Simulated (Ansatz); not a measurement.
The cell of I (Cmce). Origin of the cell: the end point of a relaxation at fixed volume with DFT PBE, spin-orbit coupling, plane waves, PAW in Ansatz.

Space group Cmce (No. 64). a = 8.921 Å, b = 4.616 Å, c = 9.880 Å, α = 90.00°, β = 90.00°, γ = 90.00°
```tsv
atom	site	symmetry	x	y	z
I	8f	m..	0.0000	0.6615	0.6221
```

> Take as void every point where the procrystal density (the sum of the densities of spherically averaged neutral Hartree-Fock atoms) is below 0.002 e/bohr³. From Rb on the atoms have core potentials, so only their outer electrons count. What do the voids look like?

The voids take about 18 % of the cell (74 Å³ of 406.8 Å³) and are bounded by about 210 Å² of surface per cell. Where they connect, they form a two-dimensional network in layers parallel to (100).

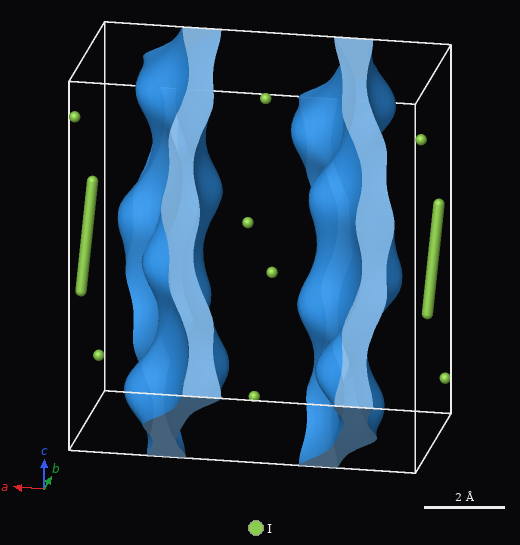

The voids drawn in 1×1×1 cells, view from a free direction. Pale faces close the region where the drawn box cuts it.
